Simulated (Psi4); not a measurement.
# GeSiH6O (SMILES [SiH3][O][GeH3]): a chain of runs

We compute a geometry optimisation (PBE0-D4/def2-TZVP), then vibrational wavenumbers of GeSiH6O. 

Program for the calculation: Psi4 1.11.

### Step 1. The system as given

GeSiH6O: 9 atoms, total charge 0, spin state singlet. SMILES: `[SiH3][O][GeH3]`. The shape is that of a PBE0-D4/def2-TZVP optimisation. The run starts from this shape.

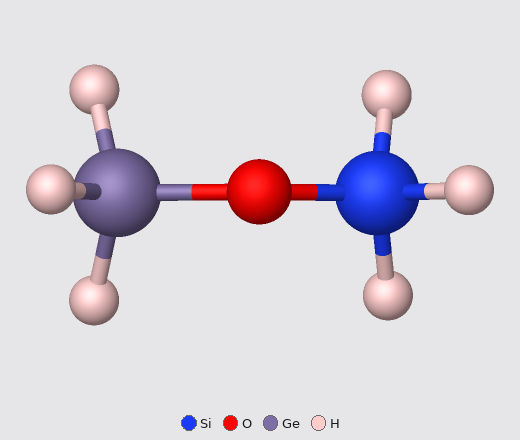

Viewed from a chosen angle; silicon blue, oxygen red, germanium purple, hydrogen pink.

### Step 2. A structure relaxation at PBE0-D4/def2-TZVP (density fitting) (run 1)

File run.py:

```python
import psi4

psi4.set_memory(1600000000)
psi4.set_num_threads(1)
psi4.set_output_file('geh6osi.out', False)

mol = psi4.geometry("""
0 1
Si    -1.29748596     1.95227606    -1.74119365
O      1.12004067     0.38153570    -0.64137305
Ge     1.53030022    -1.98326757     1.70396605
H     -3.20781010     0.21391700    -2.86199022
H     -0.37000838     3.71293389    -3.71652437
H     -2.56171273     3.42191607     0.30103337
H      4.36677913    -2.56171273     1.73287886
H     -0.03552685    -4.30952043     0.94183950
H      0.62228681    -0.91538333     4.24942714
units au
""")

psi4.set_options({
    'basis': 'def2-TZVP',
    'reference': 'rks',
    'geom_maxiter': 60,
})

E = psi4.optimize("PBE0-D4")
print(f'total energy {E:.8f} hartree = {E * 27.211386:.5f} eV')
print(mol.to_string(dtype='xyz', units='Angstrom'))
for k, v in sorted(psi4.core.scalar_variables().items()):
    print(f'{k:45s} {v:18.10f}')
```

The run is started by

```sh
$ python run.py
```

geh6osi.out:

```text
[...]
  Running in c1 symmetry.
[...]
  Nuclear repulsion =  267.000615602578193
[...]
  Multiplicity = 1
[...]
  Nalpha       = 30
  Nbeta        = 30
[...]
    Number of basis functions: 152
[...]
   @DF-RKS iter   1: -2443.29271968544799   -1.84637e+00   2.04192e-02 DIIS/ADIIS
[...]
   @DF-RKS iter   5: -2444.94532897684257   -4.09273e-12   6.85902e-09 DIIS
[...]
    Orbital Energies [Eh]
    ---------------------
    Doubly Occupied:
       1A   -399.116767     2A    -66.252939     3A    -49.933315
       4A    -44.414365     5A    -44.413740     6A    -44.413715
       7A    -19.203086     8A     -6.303636     9A     -5.331947
      10A     -4.460118    11A     -4.457454    12A     -4.457422
      13A     -3.666742    14A     -3.665159    15A     -3.665119
      16A     -1.261583    17A     -1.255288    18A     -1.255196
      19A     -1.252280    20A     -1.252189    21A     -1.000284
      22A     -0.604845    23A     -0.529411    24A     -0.430452
      25A     -0.413931    26A     -0.412456    27A     -0.357582
      28A     -0.357197    29A     -0.320798    30A     -0.311120
[...]
  @DF-RKS Final Energy: -2444.94532897684257
   => Energetics <=
    Nuclear Repulsion Energy =            267.0118920121605584
    One-Electron Energy =               -3935.8410746642066442
    Two-Electron Energy =                1307.2473217805675176
    DFT Exchange-Correlation Energy =     -83.3583784857645611
    Empirical Dispersion Energy =          -0.0050896195987619
    VV10 Nonlocal Energy =                  0.0000000000000000
    Total Energy =                      -2444.9453289768425748
[...]
 Multipole Moments:
 ------------------------------------------------------------------------------------
     Multipole            Electronic (a.u.)      Nuclear  (a.u.)        Total (a.u.)
 ------------------------------------------------------------------------------------
 L = 1.  Multiply by 2.5417464519 to convert [e a0] to [Debye]
 Dipole X            :          6.7229048           -6.7033858            0.0195190
 Dipole Y            :         -8.6197482            8.2730095           -0.3467387
 Dipole Z            :          7.4321023           -7.0792796            0.3528228
 Magnitude           :                                                    0.4950683
[...]
  -Total Gradient:
     Atom            X                  Y                   Z
    ------   -----------------  -----------------  -----------------
       1        0.000040718115     0.000014319051    -0.000022828869
       2       -0.000010720480    -0.000000998969    -0.000002567831
       3        0.000020883800     0.000022428268    -0.000020228908
       4       -0.000029115871     0.000003946215     0.000018115487
       5        0.000012482577    -0.000010290299     0.000010092307
       6       -0.000033265553    -0.000012346253     0.000003137237
       7       -0.000005968164     0.000004476632    -0.000005473040
       8       -0.000006643273    -0.000003827408    -0.000001334652
       9       -0.000008314572     0.000001688397     0.000003448584
[...]
    Final optimized geometry and variables:
    Molecular point group: c1
    Full point group: C1
    Geometry (in Bohr), charge = 0, multiplicity = 1:
    SI          -2.052273890870     2.648576441559    -2.286588807433
    O            0.365466003694     1.077966874694    -1.186941453033
    GE           0.775519565437    -1.286688849426     1.158098279394
    H           -3.961759659224     0.910022336284    -3.409270476566
    H           -1.124694706998     4.409057827581    -4.261957579506
    H           -3.315458107768     4.119847819495    -0.244692589803
    H            3.612131466234    -1.864250078010     1.186104789013
    H           -0.790127656223    -3.613157894440     0.395338622544
    H           -0.131996797107    -0.218272531925     3.703827656482
```

Standard output:

```text
Optimizer: Optimization complete!
total energy -2444.94532898 hartree = -66530.35110 eV
9
0 1 GeH6OSi
Si                   -1.086016573101     1.401566293590    -1.210010687067
O                     0.193396280430     0.570435503945    -0.628102367345
Ge                    0.410387280458    -0.680886416339     0.612839217171
H                    -2.096472925813     0.481563081562    -1.804108241209
H                    -0.595162807905     2.333172922882    -2.255330823917
H                    -1.754464873562     2.180129577505    -0.129485742144
H                     1.911457653875    -0.986518656273     0.627659623812
H                    -0.418117549193    -1.912000816290     0.209204189548
H                    -0.069849696910    -0.115504849610     1.959981188060

CURRENT ENERGY                                  -2444.9453289768
CURRENT REFERENCE ENERGY                        -2444.9453289768
DD SOLVATION ENERGY                                 0.0000000000
DFT FUNCTIONAL TOTAL ENERGY                     -2444.9402393572
DFT TOTAL ENERGY                                -2444.9453289768
DFT VV10 ENERGY                                     0.0000000000
DFT XC ENERGY                                     -83.3583784858
DISPERSION CORRECTION ENERGY                       -0.0050896196
GRID ELECTRONS ALPHA                               29.9999769721
GRID ELECTRONS BETA                                29.9999769721
GRID ELECTRONS TOTAL                               59.9999539443
NUCLEAR REPULSION ENERGY                          267.0118920122
ONE-ELECTRON ENERGY                             -3935.8410746642
OPTIMIZATION ITERATIONS                             2.0000000000
PBE0-D4(BJ,EEQ)ATM DISPERSION CORRECTION ENERGY      -0.0050896196
PCM POLARIZATION ENERGY                             0.0000000000
PE ENERGY                                           0.0000000000
SCF ITERATION ENERGY                            -2444.9453289768
SCF ITERATIONS                                      5.0000000000
SCF TOTAL ENERGY                                -2444.9453289768
TWO-ELECTRON ENERGY                              1307.2473217806
XC GRID RADIAL POINTS                              75.0000000000
XC GRID SPHERICAL POINTS                          302.0000000000
XC GRID TOTAL POINTS                           194892.0000000000
```

Wall time 21 s (1 thread of Intel Xeon 6975P-C (Granite Rapids), shared host); peak memory 1.1 GiB.

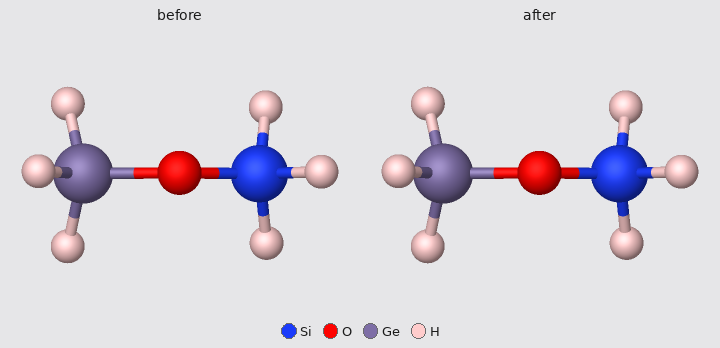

Before and after, at one scale.

After the run. Bond lengths: Si1–O2 1.633 Å, O2–Ge3 1.776 Å, Si1–H4 1.490 Å, Si1–H5 1.484 Å, Si1–H6 1.490 Å, Ge3–H7 1.532 Å, Ge3–H8 1.538 Å, Ge3–H9 1.538 Å. Some angles: Si1–O2–Ge3 134.7°, O2–Si1–H4 111.0°, O2–Si1–H5 108.1°, O2–Si1–H6 111.0°, O2–Ge3–H7 105.5°, O2–Ge3–H8 108.4°, O2–Ge3–H9 108.4°, H4–Si1–H5 109.3°, H4–Si1–H6 107.9°, H5–Si1–H6 109.3°.

### Step 3. Vibrational wavenumbers at PBE0-D4/def2-TZVP (density fitting) (run 2)

File job.dat:

```
memory 1.6 GB

molecule geom {
  0 1
  Si    -0.686629     1.032989    -0.921218
  O      0.592784     0.201858    -0.339309
  Ge     0.809775    -1.049464     0.901632
  H     -1.697085     0.112986    -1.515315
  H     -0.195775     1.964596    -1.966538
  H     -1.355077     1.811552     0.159307
  H      2.310845    -1.355096     0.916453
  H     -0.018730    -2.280578     0.497997
  H      0.329538    -0.484082     2.248774
  units angstrom
}

set {
  t                          700.0
  rotational_symmetry_number 1
}

energy_value, wavefunction = frequencies("pbe0-d4/def2-TZVP", return_wfn=True)
print_variables()
```

The run is started by

```sh
$ psi4 -i job.dat -o job.out -n 1
```

job.out (excerpt; [...] marks lines left out):

```text
[...]
  Running in c1 symmetry.
[...]
  Nuclear repulsion =  267.011895314823164
[...]
  Multiplicity = 1
[...]
  Nalpha       = 30
  Nbeta        = 30
[...]
    Number of basis functions: 152
[...]
   @DF-RKS iter   1: -2443.29265169369683   -1.84621e+00   2.04194e-02 ADIIS/DIIS
[...]
   @DF-RKS iter  11: -2444.94532789733512   -4.54747e-12   5.50534e-09 DIIS
[...]
  @DF-RKS Final Energy: -2444.94532789733512
   => Energetics <=
    Nuclear Repulsion Energy =            267.0286734827753321
    One-Electron Energy =               -3935.8756726508690917
    Two-Electron Energy =                1307.2654966440945827
    DFT Exchange-Correlation Energy =     -83.3587355957093905
    Empirical Dispersion Energy =          -0.0050897776268847
    VV10 Nonlocal Energy =                  0.0000000000000000
    Total Energy =                      -2444.9453278973351189
[...]
 Multipole Moments:
[...]
  -Total Gradient:
     Atom            X                  Y                   Z
    ------   -----------------  -----------------  -----------------
       1        0.000033132513     0.000021334754    -0.000022604716
       2        0.000000968068     0.000023681039     0.000042963612
       3       -0.000197487620     0.000076459661     0.000308999724
       4       -0.000027701409     0.000003165481     0.000018615414
       5        0.000013123176    -0.000011315539     0.000009876546
       6       -0.000032452984    -0.000012739585     0.000002353328
       7       -0.000000525569     0.000006690832     0.000001556575
       8        0.000065699487     0.000119658211     0.000112366575
       9        0.000125436028    -0.000206663967    -0.000490945615
[...]
  ==> Harmonic Vibrational Analysis <==
[...]
  Freq [cm^-1]                 33.6792             53.8129             110.9128
[...]
  IR activ [km/mol]             1.1787              0.1110              1.0127
[...]
  Freq [cm^-1]                 521.2004            635.7626            641.8301
[...]
  IR activ [km/mol]            17.2170             22.6425             18.8705
[...]
  Freq [cm^-1]                 872.3057            874.0131            950.4194
[...]
  IR activ [km/mol]            46.4563             42.1959             72.7793
[...]
  Freq [cm^-1]                 958.5413            989.1118           1043.3186
[...]
  Freq [cm^-1]                2156.0819           2158.2125           2187.9765
[...]
  Freq [cm^-1]                2200.1907           2205.0654           2237.6423
[...]
```

On the terminal:

```text
Warning: used thermodynamics relations inappropriate for low-frequency modes: ['33.6792' '53.8129' '110.9128' '521.2004']
```

It took 8.4 min on 1 thread of Intel Xeon 6975P-C (Granite Rapids), shared host; peak memory 1.1 GiB.

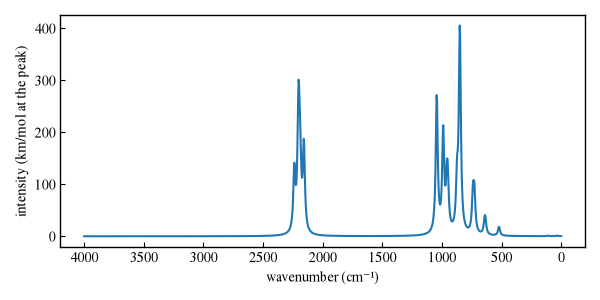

Harmonic infrared spectrum, unscaled, lines broadened by 10 cm⁻¹.

### Step 4. Results

| quantity | value |
| --- | --- |
| run 1, PBE0-D4/def2-TZVP: total energy at the end | -2444.94533 Eh |
| run 1, PBE0-D4/def2-TZVP: dipole moment | 1.26 D |
| run 1, PBE0-D4/def2-TZVP: HOMO energy | -8.47 eV |
| run 1, PBE0-D4/def2-TZVP: LUMO energy | -0.24 eV |
| run 1, PBE0-D4/def2-TZVP: HOMO–LUMO gap | 8.23 eV |
| run 1, PBE0-D4/def2-TZVP: dispersion energy | -13.36 kJ/mol |
| run 2, PBE0-D4/def2-TZVP: lowest harmonic wavenumber | 34 cm⁻¹ |
| run 2, PBE0-D4/def2-TZVP: highest harmonic wavenumber | 2238 cm⁻¹ |
| run 2, PBE0-D4/def2-TZVP: zero-point energy | 138.4 kJ/mol |
| run 2, PBE0-D4/def2-TZVP: ideal-gas entropy at 700 K (symmetry number 1 as used) | 106.5 cal/(mol K) |

In words: The optimisation (run 1, PBE0-D4/def2-TZVP) took 2 steps and changed the energy by -0.000 eV. All 21 modes (run 2, PBE0-D4/def2-TZVP) are real, so the shape is a minimum at this level.
